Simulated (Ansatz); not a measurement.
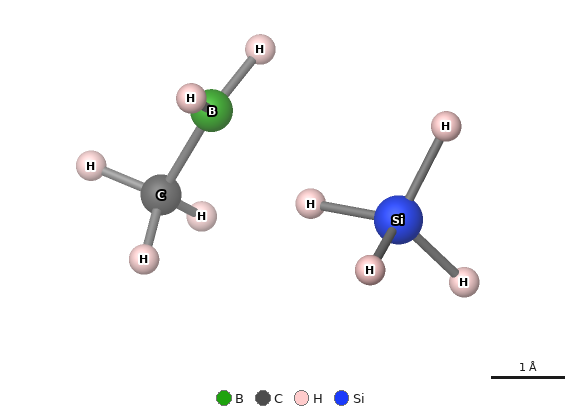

This is the input geometry for a relaxation of CH$_{9}$BSi. A ball-and-stick model, seen at a tilt.

The run prepares an end point of a later path (reaction) calculation, from a guessed geometry.

All numbers below come from Ansatz, RHF/def2-SVP.

Input file:
```yaml
crystal:
  periodic: [false, false, false]
  atoms:
    - { symbol: B, position_ang: [0.016413, 0.191137, 0.406397] }
    - { symbol: C, position_ang: [0.095117, 0.667232, 1.920968] }
    - { symbol: H, position_ang: [-0.842137, 0.552477, 2.467901] }
    - { symbol: H, position_ang: [0.900536, 0.196087, 2.486792] }
    - { symbol: H, position_ang: [0.316758, 1.743861, 1.900431] }
    - { symbol: H, position_ang: [1.018922, -0.098873, -0.199912] }
    - { symbol: H, position_ang: [-1.011528, 0.283164, -0.219008] }
    - { symbol: Si, position_ang: [-0.397906, -2.912754, 0.797414] }
    - { symbol: H, position_ang: [-0.882334, -3.048831, -0.591182] }
    - { symbol: H, position_ang: [0.94896, -3.506594, 0.930631] }
    - { symbol: H, position_ang: [-1.338532, -3.565626, 1.734351] }
    - { symbol: H, position_ang: [-0.321769, -1.496081, 1.176716] }
basis:
  gaussian: { orbitals: def2-SVP }
hamiltonian:
  xc: hf
relax:
  f_tol: 0.03
  max_steps: 50
```

Command:
```bash
ansatz run input.yaml --threads 1 --pin off --max-ram 2048MiB --backend cpu --events-out ev --progress --plain --runs-dir out
```

### Where does the relaxation end?

The energy falls by 5.74 kcal/mol in 10 geometry steps. The largest force component goes from 0.41 to 0.0099 eV/Å. The atom that moves furthest after the best rigid fit is H11 (1.06 Å). By element the largest moves are H 1.06 Å, Si 0.91 Å, C 0.67 Å, B 0.67 Å. Some distances before and after: B1–C2 1.590 → 1.572 Å, Si8–H12 1.469 → 1.482 Å, B1–H6 1.207 → 1.203 Å. Among the angles between lasting bonds that change: H11–Si8–H12 107.2° → 109.3°. Cost: 18 s on 1 thread of Arm Neoverse V1 (shared host), peak memory 0.17 GiB.

Step by step:

| step | E − E(0), kcal/mol | largest force component, eV/Å |
| --- | --- | --- |
| 0 | 0.00 | 0.4061 |
| 1 | -2.93 | 0.5440 |
| 2 | -4.35 | 0.2437 |
| 3 | -5.30 | 0.1281 |
| 4 | -5.59 | 0.0651 |
| 5 | -5.66 | 0.1245 |
| 6 | -5.71 | 0.0600 |
| 7 | -5.73 | 0.0455 |
| 8 | -5.74 | 0.0414 |
| 9 | -5.74 | 0.0171 |
| 10 | -5.74 | 0.0099 |

Final geometry:

```xyz
12

B     0.1275    0.8427    0.4968
C     0.2032    1.3243    1.9915
H    -0.7311    1.2034    2.5428
H     1.0262    0.8882    2.5601
H     0.3961    2.4069    1.9369
H     1.1127    0.4791   -0.0895
H    -0.9076    0.8873   -0.1140
Si   -0.5449   -3.8070    0.6960
H    -0.9977   -3.8772   -0.7119
H     0.8306   -4.3449    0.8035
H    -1.4562   -4.6014    1.5512
H    -0.5563   -2.3961    1.1483
```

The end point in the same view:

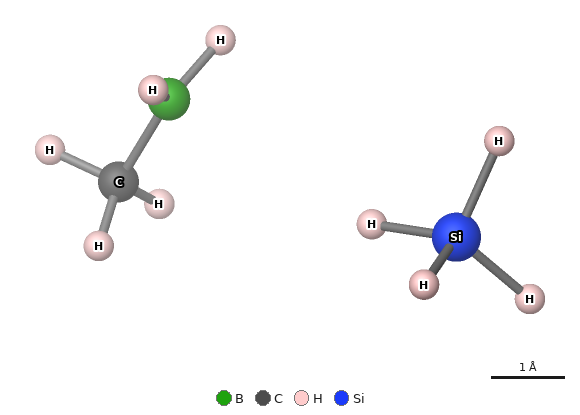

Limits of the set-up: Hartree-Fock leaves out electron correlation.
